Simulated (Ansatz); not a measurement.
# KSnCl3 in Amm2, a phase reached by a soft mode: a soft mode frozen in, part 2 of 3

Aim: this structure of KSnCl3 in Amm2, a phase reached by a soft mode is to be tested for unstable modes, and one is followed downhill.

Ansatz 0.2.0; DFT PBEsol, scalar-relativistic, plane waves, PAW; PAW set soft_1.

So far. Step 4 (The mode frozen in, largest atomic shift 0.32 Å): The run ends at a pressure of -0.10 GPa, with forces up to 0.044 eV/Å. Step 5 (Energy along the mode, all amplitudes (two of the runs …): The lowest of the steps tried is at 0.32 Å, 1.85 meV/atom below the parent; the bottom of the well need not coincide with a step.

The structure was built from a prototype and need not be the compound's stable phase.

**6. Relaxing from the distorted cell**

Starting from the lowest point found, all atoms and the cell are let go, so that strain and other modes of the same symmetry can join in.

Input file input.yaml:

```yaml
crystal:
  lattice:
    - [5.5216490215, 0.0, 0.0]
    - [0.0, 3.6149597598, 4.3742812735]
    - [0.0, -3.6149597598, 4.3742812735]
  atoms:
    - { symbol: K, position: [0.0, 0.1648724667, 0.0939348277] }
    - { symbol: Sn, position: [0.5, 0.487021323, 0.4991291736] }
    - { symbol: Cl, position: [0.5, 0.4713429144, 0.9652512005] }
    - { symbol: Cl, position: [0.5, 0.9454079228, 0.4006716325] }
    - { symbol: Cl, position: [0.0, 0.4441102058, 0.5326312465] }
kpoints:
  mp_grid: { grid: [8, 8, 8] }
hamiltonian:
  xc: pbesol
  pseudopotentials: { kind: paw, azcp: { folder: soft_1 }, xc_functional: pbe }
scf:
  occupations: { method: fixed }
output:
  forces: true
  stress: true
  eigenvalues: true
relax:
  adjacent_minimum: "off"
  f_tol: 0.002
  max_steps: 120
  cell: { stress_tol: 0.03 }
```

On the command line:

```console
$ ansatz run input.yaml --threads 4 --pin off --max-ram 16384MiB --backend cpu --events-out ev --progress --plain --runs-dir out
```

Numbers of over 12 decimals in the logs are rounded to 6 here.

What it wrote:

```text
[...]
Crystal: 5 atoms, lattice volume = 174.626 Å³
Basis set: ecut = 420 eV, 3433 PW (Γ), exchange–correlation on 80×80×80 points (8 copies of the dense FFT grid, shifted against one another)
Bands: 27, of which v1, the nominal top of the filled ones, is band 22 counted from 1 (21 counted from 0)
Symmetry: 2 space group operations
[...]
k-points: 170 of 512 (time reversal used)
[...]
SCF iter   1: F=—  HF=-10656.647292 eV  |F-HF|=—  |Δ(HF+E_count)|=         —  Δρ=3.50e-2  dr2=3.63e0  ethr=3.10e-3  ⟨swp⟩=5.1  Hψ=18335  notcnv=0  defer=421
[...]
SCF iter   9: F=-10655.077915 eV  HF=-10655.077914 eV  |F-HF|=7.05e-8  |Δ(HF+E_count)|=   2.59e-7  Δρ=4.59e-6  dr2=5.75e-8  ethr=2.27e-10  ⟨swp⟩=16.3  Hψ=33214  notcnv=0
SCF 1 converged in 9 iterations: F = -10655.077915 eV  dr2 = 5.75e-8
[...]
relax step   1: F+E_penalty+E_count = -10655.07791456 eV  Δ(F+E_penalty+E_count) = +0.000e0 eV  max|allowed force component| = 3.869e-2 eV/Å  Δτ_max = 0.0000 Å  P = -0.104 GPa  Ω = 174.626 Å³  (9 SCF iters, dr2 threshold 1.00e-7 eV, accepted)
Crystal: 5 atoms, lattice volume = 174.150 Å³
Basis set: ecut = 420 eV, 3417 PW (Γ), exchange–correlation on 80×80×80 points (8 copies of the dense FFT grid, shifted against one another)
[...]
iter 1 solved again at ethr=1.00e-6 eV; its pass at ethr=3.10e-3 eV (dr2=4.40e-4 eV) is discarded
[...]
SCF iter   5: F=-10655.079313 eV  HF=-10655.079313 eV  |F-HF|=4.78e-8  |Δ(HF+E_count)|=   2.26e-7  Δρ=3.75e-6  dr2=3.51e-8  ethr=2.59e-10  ⟨swp⟩=12.4  Hψ=30179  notcnv=0
SCF 2 converged in 5 iterations: F = -10655.079313 eV  dr2 = 3.51e-8
relax step   2: F+E_penalty+E_count = -10655.07931289 eV  Δ(F+E_penalty+E_count) = -1.398e-3 eV  max|allowed force component| = 2.178e-2 eV/Å  Δτ_max = 0.0157 Å  P = -0.025 GPa  Ω = 174.150 Å³  energy of the carried Pulay correction = +1.315e-5 eV  (5 SCF iters, dr2 threshold 1.14e-7 eV, accepted)
Crystal: 5 atoms, lattice volume = 173.798 Å³
Basis set: ecut = 420 eV, 3409 PW (Γ), exchange–correlation on 80×80×80 points (8 copies of the dense FFT grid, shifted against one another)
[...]
SCF iter   6: F=-10655.080618 eV  HF=-10655.080618 eV  |F-HF|=1.53e-8  |Δ(HF+E_count)|=   1.12e-7  Δρ=1.69e-6  dr2=7.44e-9  ethr=6.74e-11  ⟨swp⟩=13.3  Hψ=29913  notcnv=0
SCF 3 converged in 6 iterations: F = -10655.080618 eV  dr2 = 7.44e-9
relax step   3: F+E_penalty+E_count = -10655.08061847 eV  Δ(F+E_penalty+E_count) = -1.306e-3 eV  max|allowed force component| = 1.541e-2 eV/Å  Δτ_max = 0.0240 Å  P = +0.027 GPa  Ω = 173.798 Å³  energy of the carried Pulay correction = +2.292e-5 eV  (6 SCF iters, dr2 threshold 2.97e-8 eV, accepted)
[... from here on, the SCF cycles and remarks between the steps are left out ...]
relax step   4: F+E_penalty+E_count = -10655.07925741 eV  Δ(F+E_penalty+E_count) = +1.361e-3 eV  max|allowed force component| = 5.696e-2 eV/Å  Δτ_max = 0.0759 Å  P = -0.060 GPa  Ω = 173.257 Å³  energy of the carried Pulay correction = +3.795e-5 eV  (7 SCF iters, dr2 threshold 1.48e-8 eV, rejected (line search))
relax step   5: F+E_penalty+E_count = -10655.08147548 eV  Δ(F+E_penalty+E_count) = -8.570e-4 eV  max|allowed force component| = 1.178e-2 eV/Å  Δτ_max = 0.0370 Å  P = -0.015 GPa  Ω = 173.654 Å³  energy of the carried Pulay correction = +2.692e-5 eV  (10 SCF iters, accepted)
relax step   6: F+E_penalty+E_count = -10655.08165737 eV  Δ(F+E_penalty+E_count) = -1.819e-4 eV  max|allowed force component| = 1.928e-2 eV/Å  Δτ_max = 0.0377 Å  P = -0.008 GPa  Ω = 173.398 Å³  energy of the carried Pulay correction = +3.403e-5 eV  (7 SCF iters, dr2 threshold 8.68e-9 eV, accepted)
relax step   7: F+E_penalty+E_count = -10655.08178419 eV  Δ(F+E_penalty+E_count) = -1.268e-4 eV  max|allowed force component| = 1.188e-2 eV/Å  Δτ_max = 0.0158 Å  P = +0.016 GPa  Ω = 173.252 Å³  energy of the carried Pulay correction = +3.811e-5 eV  (6 SCF iters, dr2 threshold 2.32e-8 eV, accepted)
relax step   8: F+E_penalty+E_count = -10655.08199123 eV  Δ(F+E_penalty+E_count) = -2.070e-4 eV  max|allowed force component| = 4.956e-3 eV/Å  Δτ_max = 0.0099 Å  P = -0.004 GPa  Ω = 173.667 Å³  energy of the carried Pulay correction = +2.655e-5 eV  (6 SCF iters, dr2 threshold 8.82e-9 eV, accepted)
relax step   9: F+E_penalty+E_count = -10655.08198909 eV  Δ(F+E_penalty+E_count) = +2.137e-6 eV  max|allowed force component| = 1.303e-2 eV/Å  Δτ_max = 0.0087 Å  P = +0.022 GPa  Ω = 173.904 Å³  energy of the carried Pulay correction = +2.000e-5 eV  (7 SCF iters, dr2 threshold 1.53e-9 eV, accepted)
relax step  10: F+E_penalty+E_count = -10655.08202318 eV  Δ(F+E_penalty+E_count) = -3.409e-5 eV  max|allowed force component| = 1.144e-3 eV/Å  Δτ_max = 0.0032 Å  P = +0.005 GPa  Ω = 173.911 Å³  energy of the carried Pulay correction = +1.980e-5 eV  (5 SCF iters, dr2 threshold 1.06e-8 eV, accepted)
relax step  11: F+E_penalty+E_count = -10655.08202654 eV  Δ(F+E_penalty+E_count) = -3.361e-6 eV  max|allowed force component| = 9.172e-4 eV/Å  Δτ_max = 0.0017 Å  P = +0.001 GPa  Ω = 173.969 Å³  energy of the carried Pulay correction = +1.819e-5 eV  (7 SCF iters, accepted)
relax step  12: F+E_penalty+E_count = -10655.08202735 eV  Δ(F+E_penalty+E_count) = -8.043e-7 eV  max|allowed force component| = 7.895e-4 eV/Å  Δτ_max = 0.0021 Å  P = -0.001 GPa  Ω = 174.059 Å³  energy of the carried Pulay correction = +1.569e-5 eV  (8 SCF iters, accepted)
[...]
SCF iter   1: F=—  HF=-10655.081970 eV  |F-HF|=—  |Δ(HF+E_count)|=         —  Δρ=2.20e-5  dr2=4.92e-8  ethr=5.98e-7  ⟨swp⟩=3.4  Hψ=31710  notcnv=0  defer=510
eigensolver tolerance schedule: the retry pair's looser diagonalisation over-reported the residual by 5347.13 of it (diagonalisation noise at an unbounded share of the residual, at the tolerance the schedule requests for it); recorded, not acted on — ethr = c·dr2/N_el stays at c = 1.0e-1
[...]
SCF iter   2: F=—  HF=-10655.082012 eV  |F-HF|=—  |Δ(HF+E_count)|=   4.24e-5  Δρ=1.12e-5  dr2=1.29e-8  ethr=1.12e-10  ⟨swp⟩=3.9  Hψ=11866  notcnv=0  defer=504
[...]
SCF iter   5: F=-10655.082026 eV  HF=-10655.082026 eV  |F-HF|=2.00e-11  |Δ(HF+E_count)|=  3.98e-10  Δρ=6.27e-8  dr2=3.79e-12  ethr=1.00e-12  ⟨swp⟩=17.1  Hψ=36816  notcnv=0
SCF 13 converged in 5 iterations: F = -10655.082026 eV  dr2 = 3.79e-12
relax step  13: F+E_penalty+E_count = -10655.08202571 eV  Δ(F+E_penalty+E_count) = +1.635e-6 eV  max|allowed force component| = 7.894e-4 eV/Å  Δτ_max = 0.0000 Å  P = -0.001 GPa  Ω = 174.059 Å³  stress off target by 4.02e-3 GPa  SCF on the basis re-selected at this cell (its energy is not comparable with the rows above)  (5 SCF iters)
basis re-selected at this cell: Δ(F+E_penalty+E_count) = +1.635e-6 eV, ΔP = +0.000 GPa vs the last step (what re-selecting the basis moved, of the pressure what is left beyond the Pulay correction that the steps carried, after the strain that the cell walked since its last selection, with what the two solves' SCF thresholds leave and, on support functions, any second-order correction that the steps lacked; it is no m [...]
SCF converged after 5 iterations
Free energy (F): -10655.082026 eV
[...]
Internal energy: -10655.082026 eV  (E = F + TS)
E sigma→0 (E₀):  -10655.082026 eV
Fermi energy:    3.115091 eV
[...]
--- Forces (eV/Å), atoms counted from 1 ---
  atom   1  K      0.00000000     0.00017750     0.00010738
  atom   2  Sn     0.00000000     0.00078939     0.00013208
  atom   3  Cl     0.00000000    -0.00052673    -0.00008901
  atom   4  Cl     0.00000000    -0.00017697     0.00018075
  atom   5  Cl     0.00000000    -0.00026317    -0.00033094
  max |Σ_I F_I| component: 2.63e-7 eV/Å
--- Stress (GPa, compression-positive) ---
       -0.000344       0.000000       0.000000
        0.000000      -0.002892       0.002389
        0.000000       0.002389       0.001020
  P = ⅓ Tr σ = -0.0007 GPa (-0.007 kbar)
--- Band table (eV; the first three rows and the last of 170) ---
  k-point 0: bands = [... 18 lower, -0.0207, 0.0814, 0.0957, 0.6839, 5.9994, 7.2007, 8.0585, 8.2064, ... 1 higher]
  k-point 1: bands = [... 18 lower, -0.0291, 0.0804, 0.0819, 0.6651, 6.1052, 7.1315, 7.8006, 8.0831, ... 1 higher]
  k-point 2: bands = [... 18 lower, 0.0070, 0.0559, 0.1632, 0.7289, 6.3080, 6.7337, 7.4375, 7.9300, ... 1 higher]
  k-point 169: bands = [... 18 lower, 0.2745, 0.3706, 0.6964, 3.1151, 4.5457, 4.8007, 4.9548, 7.4774, ... 1 higher]
--- Relaxed structure (12 steps of the walk, 11 accepted, 1 SCFs on fresh bases) ---
  F+E_penalty+E_count = -10655.08202571 eV   max|allowed force component| = 7.894e-4 eV/Å   (the final SCF, on the basis selected at the relaxed cell)
  cell:  # Å, volume = 174.0589 Å³
    - [5.528987, 0, 0]
    - [0, 3.569414, 4.473468]
    - [0, -3.508234, 4.422908]
  atoms:
    - { symbol: K, position: [0.0, 0.165580, 0.105310] }
    - { symbol: Sn, position: [0.5, 0.482386, 0.504063] }
    - { symbol: Cl, position: [0.5, 0.484561, 0.969669] }
    - { symbol: Cl, position: [0.5, 0.936527, 0.384332] }
    - { symbol: Cl, position: [0, 0.443700, 0.528245] }
```

Elapsed: 5.3 min, on 4 threads of Arm Neoverse V1, shared host; peak memory 0.93 GiB; 21 min of CPU time.

Relaxation path:

```
step  energy less that of the first step (eV)  largest force component (eV/Å)  pressure (GPa)  volume (Å³)
   1                                   0.0000                          0.0387           -0.10       174.63
   2                                  -0.0014                          0.0218           -0.03       174.15
   3                                  -0.0027                          0.0154            0.03       173.80
   4                                  -0.0013                          0.0570           -0.06       173.26
   5                                  -0.0036                          0.0118           -0.01       173.65
   6                                  -0.0037                          0.0193           -0.01       173.40
   7                                  -0.0039                          0.0119            0.02       173.25
   8                                  -0.0041                          0.0050            0.00       173.67
   9                                  -0.0041                          0.0130            0.02       173.90
  10                                  -0.0041                          0.0011            0.00       173.91
  11                                  -0.0041                          0.0009            0.00       173.97
  12                                  -0.0041                          0.0008            0.00       174.06
 13*                                  -0.0041                          0.0008            0.00       174.06
```

Relaxation steps marked * repeat the geometry before them on a plane-wave basis chosen anew for their cell, so energy and pressure can jump there. Relaxation step 4 was tried and not accepted.

Forces are held to the 2 operations that the run works with; a distortion that breaks them can't arise in this run.

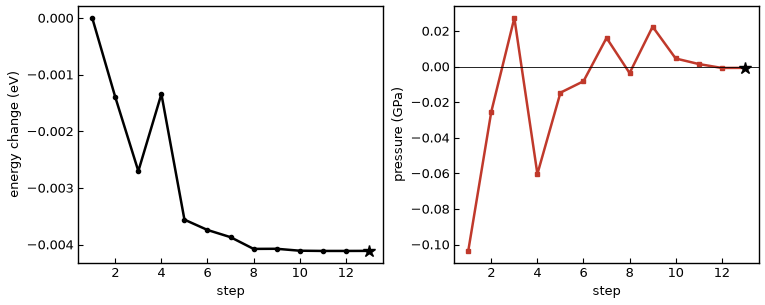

Energy and pressure along the relaxation. Stars mark steps on a basis chosen anew.

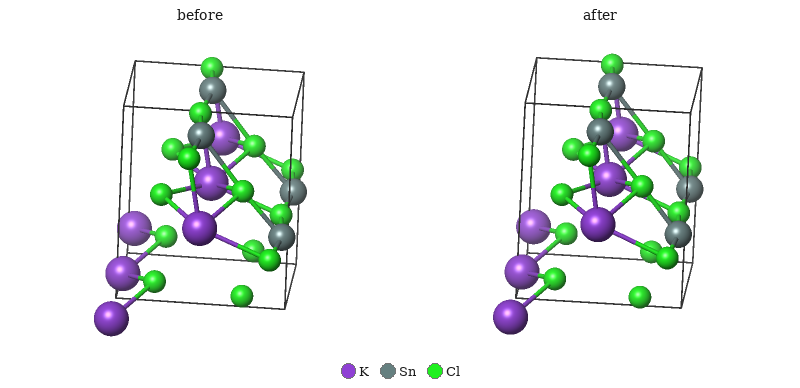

Before and after, at one scale. Bonds to atoms that aren't drawn are left out.

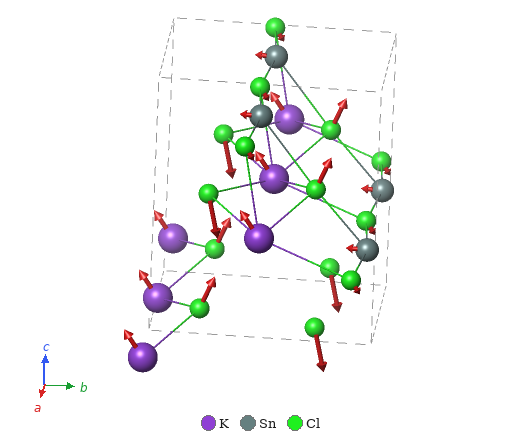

Displacements in the relaxation, exaggerated, measured against the changing cell; the longest in the cell stands for 0.11 Å. Bonds to atoms that aren't drawn are left out. 2×1×1 conventional cells are drawn. Some periodic images of atoms are drawn too.

```csv
cell as run,before,after,change
a (Å),5.522,5.529,+0.1 %
b (Å),5.675,5.723,+0.9 %
c (Å),5.675,5.645,-0.5 %
α (°),79.14,77.01,-2.7 %
volume (Å³/atom),34.93,34.81,-0.3 %
```

The atoms that moved most (Å, as changes of fractional coordinates times the final cell):

```csv
atom,dx,dy,dz,length
Cl4,0.000,0.026,-0.112,0.115
Cl3,0.000,0.032,0.079,0.085
K1,0.000,-0.037,0.053,0.065
Sn2,0.000,-0.034,0.001,0.034
Cl5,0.000,0.014,-0.021,0.025
```

This step gave:

```yaml
pressure: -7.39e-4 GPa
gap_on_the_k_mesh: 1.431 eV
volume_per_atom: 34.81 Å³
```

The distorted start has space group Pm; the relaxation ends in Pm.

**7. The new phase in its own primitive cell**

The relaxed structure is symmetrised, reduced to its primitive cell and relaxed tightly, as its phonons need.

input.yaml, the sections that differ from step 6:

```yaml
crystal:
  lattice:
    - [5.6453365791, 0.0, 0.0]
    - [0.0, 5.5289870989, 0.0]
    - [-1.2866195068, 0.0, 5.5764898294]
  atoms:
    - { symbol: K, position: [0.1053098709, 0.0, 0.8344197859] }
    - { symbol: Sn, position: [0.5040626172, 0.5, 0.5176137011] }
    - { symbol: Cl, position: [0.9696685897, 0.5, 0.5154391579] }
    - { symbol: Cl, position: [0.3843317386, 0.5, 0.0634726843] }
    - { symbol: Cl, position: [0.5282452644, 0.0, 0.5562998381] }
relax:
  adjacent_minimum: "off"
  f_tol: 0.001
  max_steps: 60
  cell: { stress_tol: 0.01 }
# kpoints, hamiltonian, scf, output: as in step 6
```

What it wrote:

```text
[...]
Crystal: 5 atoms, lattice volume = 174.059 Å³
Basis set: ecut = 420 eV, 3403 PW (Γ), exchange–correlation on 80×80×80 points (8 copies of the dense FFT grid, shifted against one another)
Bands: 27, of which v1, the nominal top of the filled ones, is band 22 counted from 1 (21 counted from 0)
Symmetry: 2 space group operations
[...]
k-points: 170 of 512 (time reversal used)
[...]
cell:  # Å, volume = 174.0589 Å³
    - [5.6453365791, 0.0, 0.0]
    - [0.0, 5.5289870989, 0.0]
    - [-1.2866195068, 0.0, 5.5764898294]
  atoms:
    - { symbol: K, position: [0.105310, 0.0, 0.8344197859] }
    - { symbol: Sn, position: [0.5040626172, 0.5, 0.5176137011] }
    - { symbol: Cl, position: [0.9696685897, 0.5, 0.5154391579] }
    - { symbol: Cl, position: [0.384332, 0.5, 0.0634726843] }
    - { symbol: Cl, position: [0.5282452644, 0.0, 0.5562998381] }
[key lines of the parts left out:]
SCF converged after 6 iterations
Free energy (F): -10655.082026 eV
Fermi energy:    3.115093 eV
P = ⅓ Tr σ = -0.0007 GPa (-0.007 kbar)
```

It took 55 s on 4 threads; peak memory 0.91 GiB.

Little changed from the start: no atom moved by 0.005 Å and no cell edge by 0.1 %.

This step gave:

```
pressure           : -7.37e-4 GPa
direct gap on mesh : 1.431 eV
```

The largest force component left is 0.70 meV/Å and the pressure is -0.001 GPa, within the tolerances set. The cell now holds 34.81 Å³/atom.

[end of part 2 of 3]

[Logs are printed without paths, hosts, clocks, repeated set-up lines and the standing remarks that a program may print on its own settings, such as how far it seeks lower states.]

[Hosts, paths, dates, database ids (printed as entryN), source tags and the programs' standing remarks are cut or masked in the printed files.]
